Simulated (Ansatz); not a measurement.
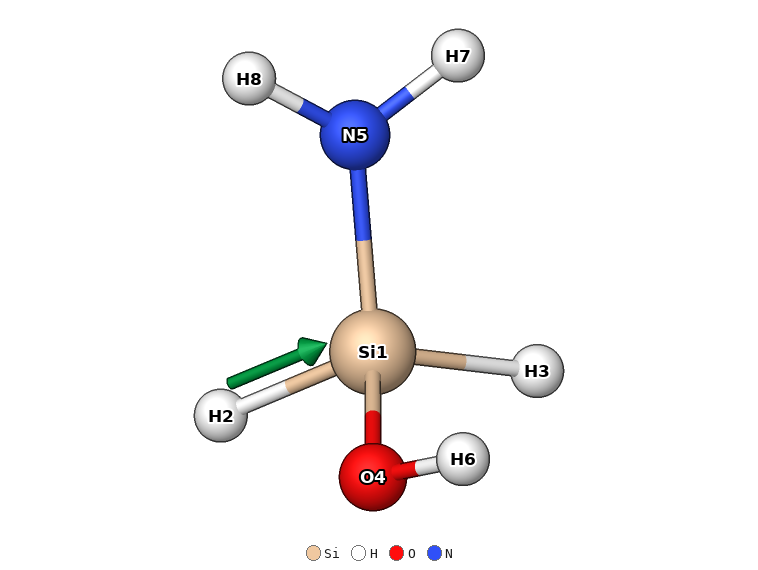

The arrows show one normal mode. Harmonic vibrations computed with RKS PBE0-D4/def2-TZVP (Ansatz 0.2.0) at a stationary point of the same level.

> Describe the motion.

Mostly Si–H stretching.

> Estimate its harmonic wavenumber.

2260 cm⁻¹; it is mode 15 of 18 counted from the lowest.
